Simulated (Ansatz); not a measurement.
**H2S (hydrogen sulfide): RPA@PBE0/aug-cc-pVTZ**

What is the vertical singlet–triplet gap of H2S (hydrogen sulfide) at RPA@PBE0/aug-cc-pVTZ? 

The results are computed with Ansatz 0.2.0.

34 further runs of the same task are left out: 34 set aside as unsound or not needed.

## Step 1: The structure to begin with

H2S has 3 atoms, charge 0, and is taken as a singlet. As SMILES, `S`. Geometry: relaxed at PBE0-D4/def2-TZVP.

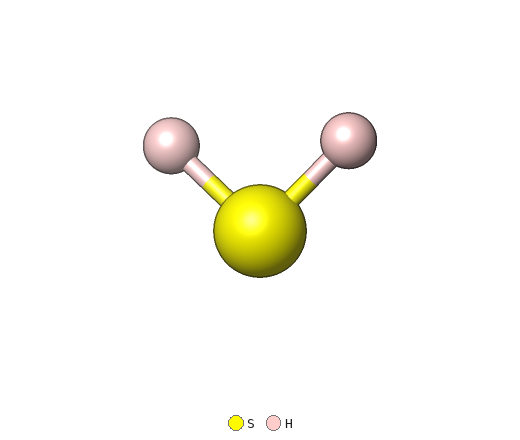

The structure, seen from a chosen angle (sulfur yellow, hydrogen pink).

## Step 2: The energy at RPA@PBE0/aug-cc-pVTZ

input.yaml

```yaml
crystal:
  periodic: [false, false, false]
  atoms:
    - {symbol: S, position_ang: [0.495500, -0.280600, 0.243900]}
    - {symbol: H, position_ang: [0.097900, 0.997700, 0.162400]}
    - {symbol: H, position_ang: [-0.593400, -0.717100, -0.406300]}
basis:
  gaussian:
    orbitals: aug-cc-pVTZ
hamiltonian:
  xc: pbe0
correlation:
  method: rpa
  frozen_orbitals: {H: 0, S: 5}
accuracy: high
```

Run with:

```
$ ansatz run input.yaml --threads 1 --pin off --max-ram 3480MiB --events-out events.jsonl --progress --plain --runs-dir runs
```

Standard output:

```text
Warning: RAYON_NUM_THREADS=1 ignored (pool sized by the plan → 1); use --threads N
Functional definition: PBE0
  name "PBE0"
  parameter a = 0.25
  parameter kappa = 0.804
  parameter beta = 0.06672455060314922
  exchange = (1 - a)*pbe_x(kappa = kappa, mu = beta*pi^2/3) + a*exact_x
  correlation = pbe_c(beta = beta)
1402 factors; integrals over basis functions are off by at most 3.5e-9 eV
mean field evaluation 1: about -10864.1904 eV, gradient 1.2e1 eV
mean field evaluation 2: about -10864.1902 eV, gradient 1.2e1 eV
mean field evaluation 4: about -10864.6346 eV, gradient 8.1e-1 eV
mean field evaluation 8: about -10864.6367 eV, gradient 1.0e-3 eV
mean field evaluation 16: about -10864.6367 eV, gradient 4.3e-8 eV
mean field -10864.63667432 eV, -399.2680334659 hartree, gradient 4.3e-8 eV, S^2 0.000000; 0 other end points of the search recorded, 0 dependent functions left out
5 core orbitals not correlated: weight in the atoms' cores, before any rotation towards them, 1.000 or more for the frozen orbitals, at most 0.000 for the correlated occupied ones
reference -10849.39886754 eV, -398.7080543953 hartree; 4, 4 occupied and 87, 87 virtual orbitals, 1402 factors
Total energy: -10858.04784522 eV, -399.0258984626 hartree
```

Run time: 4.2 s. Hardware: 1 thread of Arm Neoverse V2, shared host; peak memory 0.22 GiB.

## Step 3: The triplet

molecule.yaml

```yaml
crystal:
  periodic: [false, false, false]
  atoms:
    - {symbol: S, position_ang: [0.495500, -0.280600, 0.243900]}
    - {symbol: H, position_ang: [0.097900, 0.997700, 0.162400]}
    - {symbol: H, position_ang: [-0.593400, -0.717100, -0.406300]}
basis:
  gaussian:
    orbitals: aug-cc-pVTZ
magnetization:
  spin_polarized: true
  initial_magnetization: 2
hamiltonian:
  xc: {name: PBE0}
correlation:
  method: rpa
  frozen_orbitals: {H: 0, S: 5}
accuracy: high
```

Run with:

```
$ ansatz run molecule.yaml --threads 1 --pin off --max-ram 3480MiB --events-out events.jsonl --progress --plain --runs-dir runs
```

Standard output (excerpt; [...] marks lines left out):

```text
Warning: RAYON_NUM_THREADS=1 ignored (pool sized by the plan → 1); use --threads N
[... 2 set-up lines as earlier in the session ...]
[...]
1402 factors; integrals over basis functions are off by at most 3.5e-9 eV
[...]
mean field -10859.08023569 eV, -399.0638381128 hartree, gradient 2.2e-8 eV, S^2 2.006538; 4 other end points of the search recorded, 0 dependent functions left out
5 core orbitals not correlated: weight in the atoms' cores, before any rotation towards them, 1.000 or more for the frozen orbitals, at most 0.000 for the correlated occupied ones
reference -10844.11431014 eV, -398.5138504929 hartree; 5, 3 occupied and 86, 88 virtual orbitals, 1402 factors
Total energy: -10852.40076881 eV, -398.8183722322 hartree
```

Run time: 57 s. Hardware: 1 thread of Arm Neoverse V2, shared host; peak memory 0.27 GiB.

## Step 4: What came out

Level: RPA@PBE0/aug-cc-pVTZ, 5 core orbitals frozen.

| quantity | value |
| --- | --- |
| singlet: total energy | -399.02590 Eh |
| singlet: RPA correlation energy (valence) | -317.8 mEh |
| triplet: total energy | -398.81837 Eh |
| triplet: RPA correlation energy (valence) | -304.5 mEh |
| triplet: ⟨S²⟩ of the reference determinant | 2.007 |
| vertical energy of the triplet above the singlet | 5.647 eV |

What this shows: At this shape the triplet lies 5.65 eV (130 kcal/mol) above the singlet.
